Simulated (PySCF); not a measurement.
**1,2-BN Cyclohexene (C4H10BN): NMR shifts in gas and solvents**

Aim: compute the NMR shifts of 1,2-BN Cyclohexene (C4H10BN) (`B1CCCCN1`), and see what a dielectric continuum does where one was used.

Computed with PySCF 2.14.0, with density-fitted response routines of our own, on a single molecule, in the gas phase or a continuum. Atoms count from 0, in the outputs and in this text.

**1. The molecule as given**

16 atoms, charge 0, multiplicity 1; geometry from: GFN2-xTB. The atoms were then displaced at random by about 0.01 Å, so the start is not that level's minimum.

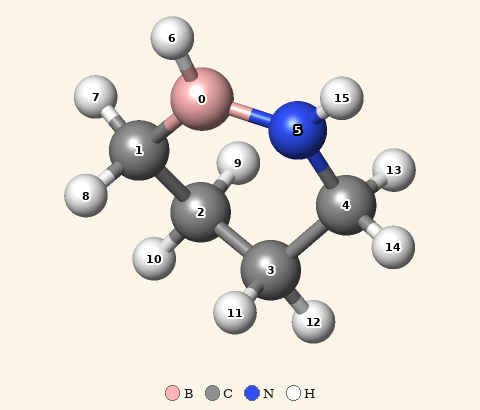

The starting geometry (boron pink, carbon grey, nitrogen blue, hydrogen white), atoms numbered.

**2. Optimising the geometry at PBE0-D3(BJ)/def2-TZVP**

The job: settings as JSON, then the geometry in Å.

```
{"job": {"xc": "PBE0", "basis": "def2-TZVP", "d3": "d3bj", "grid": 2, "shake": 0.01, "kind": "geom"}, "charge": 0, "multiplicity": 1}
B      0.850650     1.045050     0.866770
C      1.516360    -0.084750     0.009640
C      0.503820    -1.156420    -0.435740
C     -0.719580    -0.490930    -0.941020
C     -1.460670     0.241610     0.184240
N     -0.550050     1.153430     0.873030
H      1.458790     1.865210     1.463610
H      2.357490    -0.541660     0.556610
H      1.977170     0.368770    -0.859030
H      0.274680    -1.796820     0.433220
H      0.942770    -1.791750    -1.198970
H     -0.491360     0.219060    -1.718740
H     -1.463180    -1.226370    -1.364660
H     -1.879820    -0.476920     0.920210
H     -2.307000     0.809690    -0.207930
H     -1.029130     1.860410     1.429500
```

Started as:

```
$ OMP_NUM_THREADS=1 python probes_run.py task.json out
```

The driver reads the jobs from task.json and runs them one after another.

The program printed:

```text
step   0  E = -237.89411015  max force = 0.046729
step   1  E = -237.89335885  max force = 0.013518
step   2  E = -237.89702526  max force = 0.005404
step   3  E = -237.89750346  max force = 0.002856
step   4  E = -237.89762969  max force = 0.002775
step   5  E = -237.89773530  max force = 0.001088
step   6  E = -237.89778001  max force = 0.000645
step   7  E = -237.89778580  max force = 0.000276
optimisation converged
```

Wall time 2.3 min (1 thread of Intel Xeon 6975P-C, shared host); peak memory 1.2 GiB.

Relaxation path: (the energy doesn't fall at every step)

```tsv
step	energy from step 0 (eV)	largest force component (eV/Å)
0	0.0000	2.4029
1	0.0204	0.6951
2	-0.0793	0.2779
3	-0.0923	0.1469
4	-0.0958	0.1427
5	-0.0986	0.0559
6	-0.0999	0.0332
7	-0.1000	0.0142
```

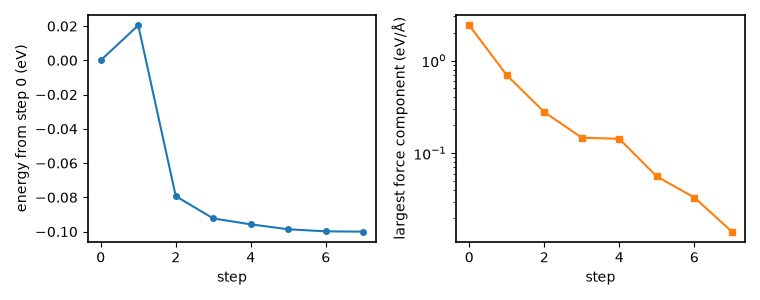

Energy and force, step by step.

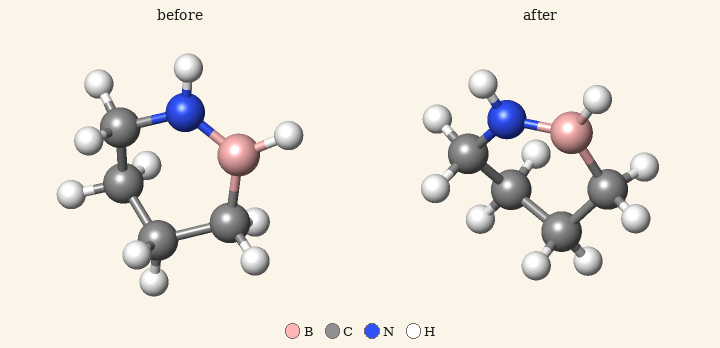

Before and after, at one scale.

Close pairs (by a distance rule), those that changed most:

```tsv
bond	before (Å)	after (Å)	change (Å)
C2–C3	1.482	1.522	+0.041
C3–H12	1.128	1.094	-0.035
C3–H11	1.078	1.096	+0.019
B0–H6	1.183	1.201	+0.018
C1–H8	1.083	1.100	+0.017
C3–C4	1.534	1.518	-0.016
B0–N5	1.405	1.391	-0.014
N5–H15	1.019	1.007	-0.013
```

The next job starts from the end point, and lists it.

```tsv
at the end point	value
point group (found at 0.08 Å tolerance)	C1
rotational constants (GHz, main isotopes)	4.758, 4.404, 2.519
dipole moment (D)	1.57
```

**3. NMR shieldings: PBE0/pcSseg-2**

The job: settings as JSON, then the geometry in Å.

```
{"job": {"kind": "nmr", "xc": "PBE0", "basis": "pcSseg-2"}, "charge": 0, "multiplicity": 1}
B      0.043646     0.899002     1.317916
C      1.343675     0.477043     0.538929
C      1.081758    -0.619767    -0.491807
C     -0.227251    -0.365344    -1.225845
C     -1.414104    -0.407099    -0.280376
N     -1.193858     0.444621     0.875522
H      0.063743     1.614068     2.282755
H      2.130376     0.181634     1.241429
H      1.739159     1.375289     0.042810
H      1.018602    -1.590895     0.013580
H      1.904808    -0.700340    -1.208276
H     -0.187342     0.620154    -1.704877
H     -0.382416    -1.100958    -2.020184
H     -1.589972    -1.442878     0.040580
H     -2.318239    -0.082098    -0.805138
H     -2.030544     0.691226     1.377978
```

Method: GIAO PBE0/pcSseg-2 NMR shielding, non-relativistic, gas phase.

The program printed:

```text
coarse grid: 12696 points
cycle   1  E = -237.8256461311  dE =  6.288e-01  |g| = 4.638e-01  |ddm| = 2.570e+00
cycle   2  E = -237.8022716886  dE =  2.337e-02  |g| = 5.673e-01  |ddm| = 9.023e-01
cycle   3  E = -237.8825390203  dE = -8.027e-02  |g| = 5.991e-02  |ddm| = 5.306e-01
cycle   4  E = -237.8831538595  dE = -6.148e-04  |g| = 2.737e-02  |ddm| = 5.622e-02
cycle   5  E = -237.8833057660  dE = -1.519e-04  |g| = 1.031e-02  |ddm| = 2.274e-02
cycle   6  E = -237.8833279710  dE = -2.221e-05  |g| = 1.321e-03  |ddm| = 7.360e-03
cycle   7  E = -237.8833283676  dE = -3.966e-07  |g| = 3.758e-04  |ddm| = 1.312e-03
final grid: 120752 points
cycle   8  E = -237.8893300035  dE = -1.206e-04  |g| = 8.353e-03  |ddm| = 6.235e-02
cycle   9  E = -237.8893177571  dE =  1.225e-05  |g| = 1.107e-02  |ddm| = 1.462e-02
cycle  10  E = -237.8893470921  dE = -2.934e-05  |g| = 9.140e-04  |ddm| = 8.107e-03
cycle  11  E = -237.8893472307  dE = -1.386e-07  |g| = 4.602e-04  |ddm| = 8.130e-04
cycle  12  E = -237.8893472754  dE = -4.469e-08  |g| = 7.815e-05  |ddm| = 3.563e-04
cycle  13  E = -237.8893472767  dE = -1.271e-09  |g| = 1.231e-05  |ddm| = 7.402e-05
cycle  14  E = -237.8893472767  dE = -3.286e-11  |g| = 3.325e-06  |ddm| = 9.890e-06
converged SCF energy = -237.8893472767

GIAO shielding tensors (ppm)
atom      isotropic    diamagn.    paramagn.     s11        s22        s33       span
  0 B       57.886     195.120    -137.233     12.286     44.672    116.701    104.415
  1 C      167.438     244.313     -76.875    147.325    174.293    180.696     33.371
  2 C      161.457     242.119     -80.662    153.955    164.228    166.189     12.234
  3 C      154.617     242.735     -88.118    150.645    155.250    157.957      7.312
  4 C      139.254     239.399    -100.146    127.887    135.567    154.307     26.421
  5 N      129.457     319.915    -190.458     22.314    155.141    210.916    188.602
  6 H       26.435      28.930      -2.496     25.559     26.516     27.229      1.670
  7 H       30.392      28.918       1.474     25.708     28.522     36.946     11.238
  8 H       30.684      29.859       0.825     26.750     28.708     36.593      9.843
  9 H       30.149      31.454      -1.305     26.137     28.476     35.832      9.695
 10 H       29.725      29.589       0.135     24.746     28.265     36.164     11.419
 11 H       29.932      31.377      -1.445     25.925     28.472     35.400      9.475
 12 H       29.798      29.754       0.044     25.370     27.906     36.117     10.747
 13 H       28.363      30.042      -1.679     24.036     27.088     33.966      9.930
 14 H       28.475      28.831      -0.356     23.959     27.470     33.997     10.038
 15 H       26.810      31.121      -4.311     20.954     26.468     33.008     12.054
```

Wall time 44 s (1 thread of Intel Xeon 6975P-C, shared host); peak memory 1.5 GiB.

Shifts follow as δ = σ(reference) − σ, with reference shieldings (ppm) from runs at the same level and on the same kind of geometry: 1H TMS 31.52, 13C TMS 186.0, 15N NH3 263.8, 11B BF3·OEt2 98.7. The references are single molecules in the gas phase, so shifts against H2O, NH3, PH3, H3PO4 or CFCl3 are not on the usual liquid scales and can be off by tens of ppm. Atoms listed in one row are averaged.

```tsv
atoms	environment	σ (ppm)	δ (ppm)
C4	sp3 CH2 bonded to N	139.3	46.8
C3	sp3 CH2 in a ring	154.6	31.4
C2	sp3 CH2 in a ring	161.5	24.6
C1	sp3 CH2 bonded to B	167.4	18.6
H6	hydrogen on a boron bonded to C, N, in a 6-membered ring	26.43	5.09
H15	hydrogen on a nitrogen bonded to C, B, in a 6-membered ring	26.81	4.71
H13, H14	hydrogen on an sp3 CH2 bonded to N	28.42	3.10
H11, H12	hydrogen on an sp3 CH2 in a ring	29.86	1.66
H9, H10	hydrogen on an sp3 CH2 in a ring	29.94	1.59
H7, H8	hydrogen on an sp3 CH2 bonded to B	30.54	0.99
B0	boron bonded to C, N, H, in a 6-membered ring	57.9	40.8
N5	nitrogen bonded to C, B, H, in a 6-membered ring	129.5	134.3
```

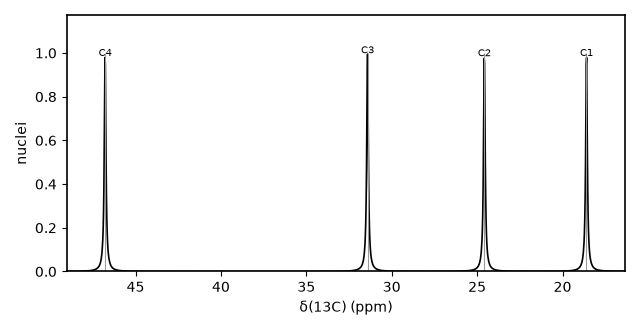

13C lines at the computed shifts, without couplings. Lines are broadened to a width of 0.11 ppm (Lorentzian).

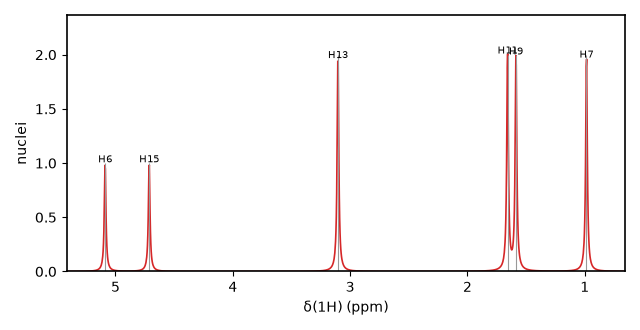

1H lines at the computed shifts, without couplings. Lines are broadened to a width of 0.02 ppm (Lorentzian).

The run also stored atomic charges by several schemes (e):

```tsv
atoms	Mulliken	IAO	Hirshfeld	ESP fit
B0	0.41	0.10	0.12	0.21
C1	-0.19	-0.42	-0.15	-0.11
C2	-0.08	-0.25	-0.08	0.04
C3	-0.09	-0.26	-0.08	-0.09
C4	0.18	-0.15	-0.03	0.03
N5	-0.52	-0.38	-0.17	-0.47
```

ESP fit charges:

B0 0.21; C1 -0.11; C2 0.04; C3 -0.09; C4 0.03; N5 -0.47; H6 -0.14; H7 0.02; H8 0.04; H9 0.03; H10 -0.01; H11 0.06; H12 0.02; H13 0.05; H14 0.04; H15 0.29

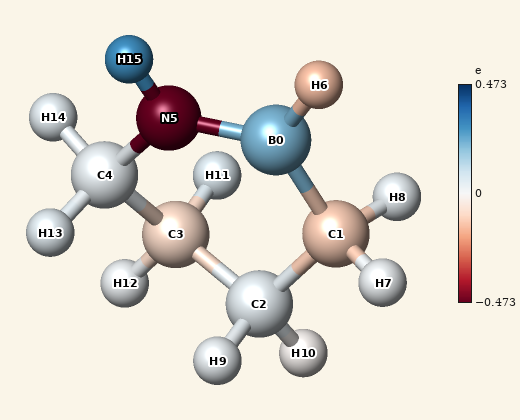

ESP fit charges, as colours on the atoms.

Mayer bond orders: B0–C1 1.02, C1–C2 0.94, C2–C3 0.96, C3–C4 0.97, C4–N5 0.91, N5–B0 1.37.

Ring of atoms B0, C1, C2, C3, C4, N5: NICS(0) -0.5, NICS(1) -1.1, NICS(1)zz 2.6 ppm (means of both faces).

**4. Nuclear shieldings: KT3/pcSseg-2**

Settings changed since step 3:

```diff
@@ -1,2 +1,2 @@
-{"job": {"kind": "nmr", "xc": "PBE0", "basis": "pcSseg-2"}, "charge": 0, "multiplicity": 1}
+{"job": {"kind": "nmr", "xc": "KT3", "basis": "pcSseg-2", "pop": false}, "charge": 0, "multiplicity": 1}
 B      0.043646     0.899002     1.317916
```

Method: GIAO KT3/pcSseg-2 NMR shielding, non-relativistic, gas phase.

The program printed:

```text
coarse grid: 12696 points
cycle   1  E = -241.9352351674  dE =  4.432e-01  |g| = 6.189e-01  |ddm| = 2.579e+00
cycle   2  E = -241.7479263853  dE =  1.873e-01  |g| = 1.050e+00  |ddm| = 1.665e+00
cycle   3  E = -242.0407327816  dE = -2.928e-01  |g| = 1.190e-01  |ddm| = 1.187e+00
cycle   4  E = -242.0434083571  dE = -2.676e-03  |g| = 5.569e-02  |ddm| = 1.224e-01
cycle   5  E = -242.0440922481  dE = -6.839e-04  |g| = 1.812e-02  |ddm| = 5.062e-02
cycle   6  E = -242.0441650199  dE = -7.277e-05  |g| = 3.216e-03  |ddm| = 1.542e-02
cycle   7  E = -242.0441673510  dE = -2.331e-06  |g| = 1.001e-03  |ddm| = 3.042e-03
final grid: 120752 points
cycle   8  E = -242.0570515544  dE = -4.193e-04  |g| = 3.900e-03  |ddm| = 1.939e-01
cycle   9  E = -242.0570493222  dE =  2.232e-06  |g| = 4.299e-03  |ddm| = 6.626e-03
cycle  10  E = -242.0570535147  dE = -4.192e-06  |g| = 1.635e-03  |ddm| = 4.402e-03
cycle  11  E = -242.0570540238  dE = -5.092e-07  |g| = 7.658e-04  |ddm| = 1.301e-03
cycle  12  E = -242.0570541631  dE = -1.393e-07  |g| = 8.959e-05  |ddm| = 6.318e-04
cycle  13  E = -242.0570541649  dE = -1.759e-09  |g| = 2.307e-05  |ddm| = 8.164e-05
cycle  14  E = -242.0570541650  dE = -1.272e-10  |g| = 5.964e-06  |ddm| = 2.367e-05
converged SCF energy = -242.0570541650

GIAO shielding tensors (ppm)
atom      isotropic    diamagn.    paramagn.     s11        s22        s33       span
  0 B       62.400     196.234    -133.834     20.591     52.267    114.341     93.750
  1 C      163.399     243.748     -80.349    144.170    171.208    174.819     30.649
  2 C      156.564     242.512     -85.948    149.570    158.481    161.643     12.073
  3 C      150.268     243.510     -93.243    145.855    151.346    153.603      7.749
  4 C      134.895     240.559    -105.664    123.389    130.251    151.046     27.657
  5 N      127.599     317.585    -189.986     31.661    151.735    199.401    167.740
  6 H       26.745      28.249      -1.504     25.928     26.772     27.535      1.607
  7 H       30.430      28.631       1.799     26.071     28.702     36.517     10.445
  8 H       30.652      30.004       0.648     27.121     28.775     36.060      8.939
  9 H       30.125      31.743      -1.618     26.389     28.684     35.301      8.912
 10 H       29.740      28.881       0.860     25.054     28.410     35.757     10.703
 11 H       29.896      31.833      -1.937     26.182     28.647     34.858      8.676
 12 H       29.826      29.163       0.663     25.705     28.050     35.725     10.020
 13 H       28.287      30.292      -2.005     24.111     27.160     33.591      9.480
 14 H       28.461      28.549      -0.088     24.214     27.556     33.615      9.401
 15 H       26.851      31.044      -4.192     21.358     26.460     32.737     11.380
```

Wall time 55 s (1 thread of Intel Xeon 6975P-C, shared host); peak memory 1.3 GiB.

In short: δ C4 48.3, C3 33.0, C2 26.7, C1 19.8, H6 4.89, H15 4.78 ppm.

[end of part 1 of 2]
